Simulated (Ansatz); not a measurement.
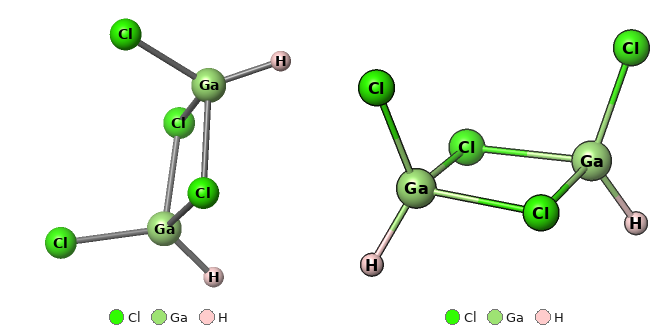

Both panels show the same species.

What does the picture show?

It has 8 atoms: 4 chlorine, 2 gallium and 2 hydrogen (Cl₄Ga₂H₂). SMILES: `[Cl][Ga@H-]1[Cl+][Ga@@H-]([Cl])[Cl+]1`. Coordination, clear cases only: 2 Cl bent.

The parts below concern this one geometry. Atoms keep their numbers from picture to picture. The geometry was computed by an optimisation with PBE0-D4/def2-TZVP.

**Shape**

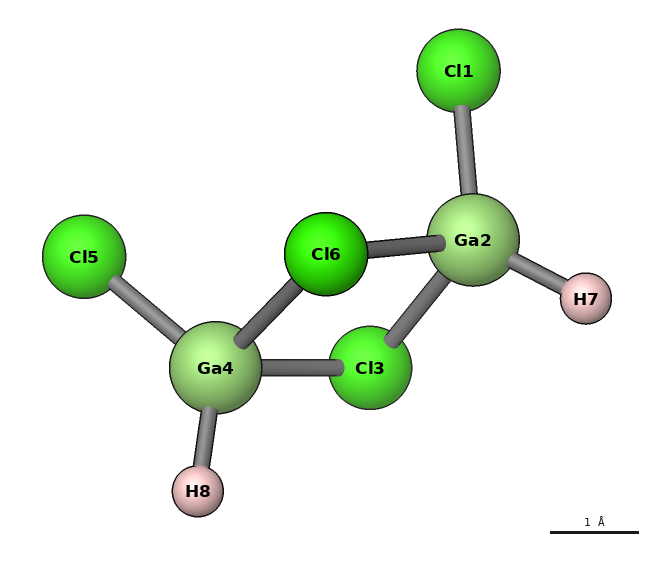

The atoms are numbered.

Give the bond lengths.

| bond | length (Å) |
| --- | --- |
| Cl1–Ga2 | 2.131 |
| Ga2–Cl3 | 2.340 |
| Ga2–Cl6 | 2.340 |
| Ga2–H7 | 1.544 |
| Cl3–Ga4 | 2.340 |
| Ga4–Cl5 | 2.131 |
| Ga4–Cl6 | 2.340 |
| Ga4–H8 | 1.544 |

**Levels of theory compared**

Program: Ansatz 0.2.0.

Compare HOMO energy (eV) at these levels: B97M-V/def2-TZVPP; BHLYP-D4/def2-TZVPP; BLYP-D4/def2-TZVPP; HSE06 (plane-wave form)-D4/def2-TZVPP; PBE-D4/def2-TZVPP; PBE0-D4/def2-SVP; SPW92 (LDA)/def2-TZVPP; r2SCAN0-D4/def2-TZVPP; r2SCANh-D4/def2-TZVPP; ωB97M-V/def2-QZVPP; ωB97X-V/def2-TZVPP.

```tsv
level	HOMO energy (eV)
B97M-V/def2-TZVPP	−8.08
BHLYP-D4/def2-TZVPP	−10.23
BLYP-D4/def2-TZVPP	−7.44
HSE06 (plane-wave form)-D4/def2-TZVPP	−8.59
PBE-D4/def2-TZVPP	−7.61
PBE0-D4/def2-SVP	−8.91
SPW92 (LDA)/def2-TZVPP	−7.74
r2SCAN0-D4/def2-TZVPP	−9.24
r2SCANh-D4/def2-TZVPP	−8.49
ωB97M-V/def2-QZVPP	−11.25
ωB97X-V/def2-TZVPP	−11.40
```

**Dipole moment**

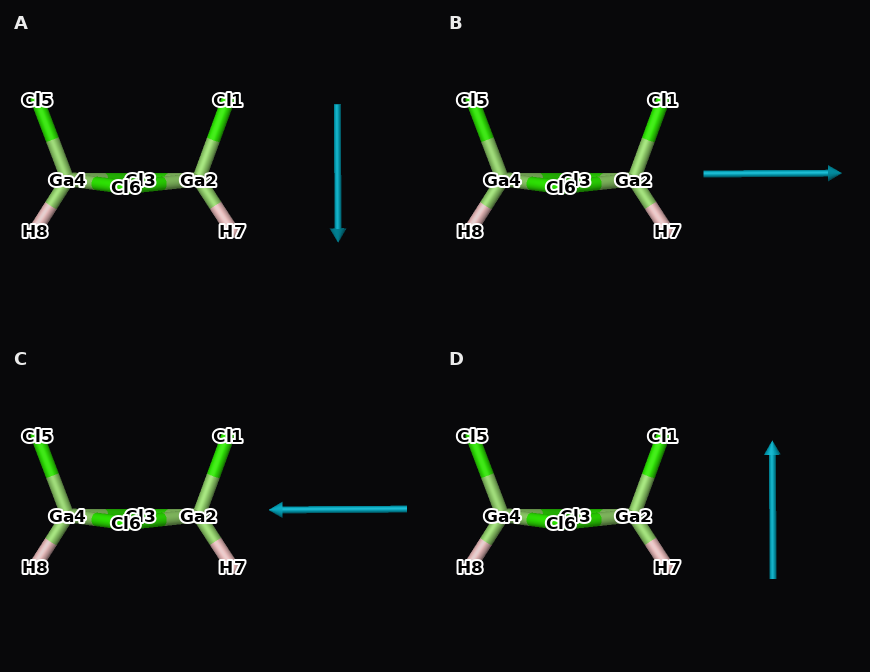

The same molecule four times, each with an arrow. Level of theory: RKS PBE-D4/def2-TZVPP (Ansatz 0.2.0).

Which arrow points along the dipole moment, from the negative to the positive end?

A. The dipole moment is 2.66 D; it points from the side of Cl1, Cl5 to the side of H7, H8 (the outermost atoms at the two ends).

**Charges**

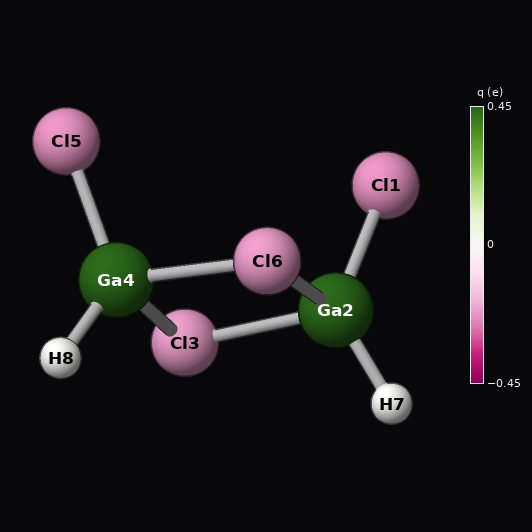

Atoms are coloured by their Mulliken charges. Method: RKS ωB97M-V/def2-TZVPP (Ansatz 0.2.0).

Give the Mulliken charges atom by atom.

```csv
atom,value (e)
Cl1,−0.23
Ga2,0.44
Cl3,−0.21
Ga4,0.44
Cl5,−0.23
Cl6,−0.21
H7,0.00
H8,0.00
```

Mulliken values depend strongly on the basis set and can even reverse the polarity of a bond.
